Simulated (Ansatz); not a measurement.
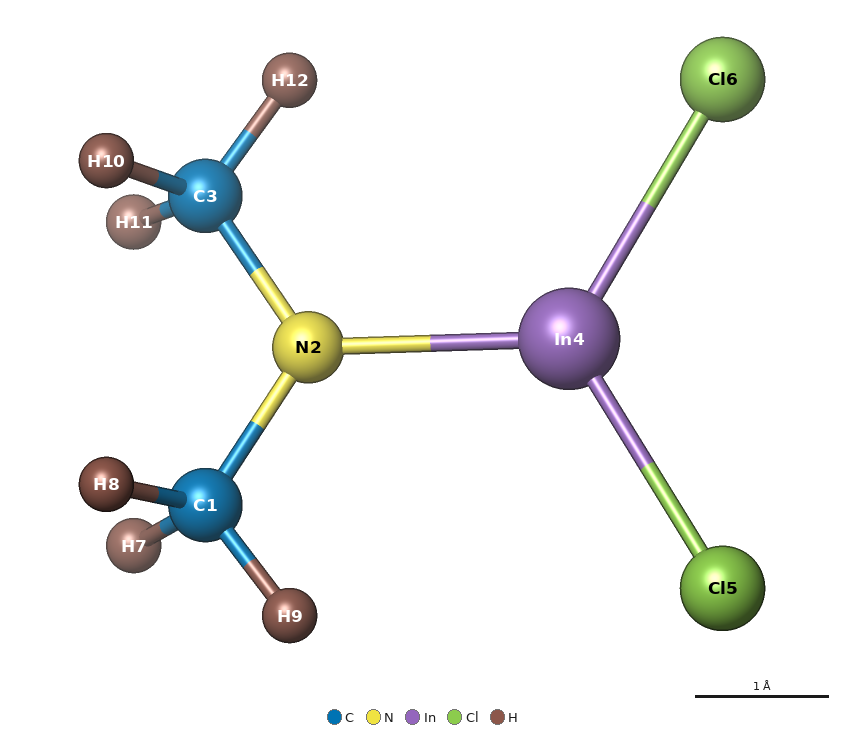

Orthographic view. Depth is shown by fading: the farther an atom, the more it takes the colour of the background. Computed geometry: PBE0-D4/def2-TZVP optimisation.

List the bonded neighbours of every atom.

C1: N2, H7, H8, H9
N2: C1, C3, In4
C3: N2, H10, H11, H12
In4: N2, Cl5, Cl6
Cl5: In4
Cl6: In4
(terminal hydrogens appear only as neighbours)
